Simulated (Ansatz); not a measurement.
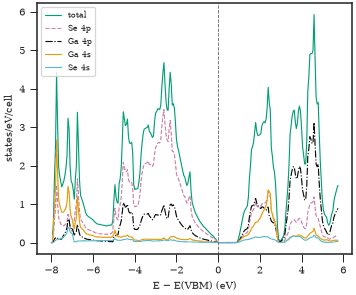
Total and projected density of states of GaSe in space group R3m (No. 160; Ga on 3a, Ga on 3a, Se on 3a, Se on 3a), DFT-LDA in the program Ansatz with PAW potentials

Q: Which orbitals carry the states next to the gap?

A: Top 1 eV of the valence band: Se 4p 68 %, Ga 4p 21 %, Ga 4s 7 %. Bottom 1 eV of the conduction band: Ga 4p 38 %, Se 4p 31 %, Ga 4s 17 %, Se 4s 6 %, outside the projected shells 7 %. Projections are on Löwdin-orthogonalised atomic valence shells; empty p or d shells of many metals are not among them.

Q: Where is the tallest occupied peak in this window, and what makes it?

A: Near -2.6 eV, about 4.7 states/eV per cell; the largest projected share is Se 4p.

The first step of the workflow began from a Materials Project structure, measured or hypothetical; the Crystallography Open Database copy checked does not list it. It is not the phase usual at ambient conditions (space group No. 194). Symmetry was held in the LDA relaxation; whether a distortion lowers the energy is not shown. A crystal of weakly bound layers computed without a dispersion correction: the cell and the soft elastic constants depend strongly on that. Scalar-relativistic: spin–orbit coupling is off unless named, which matters more the heavier the elements.

Potentials: the later of the program's two PAW sets.
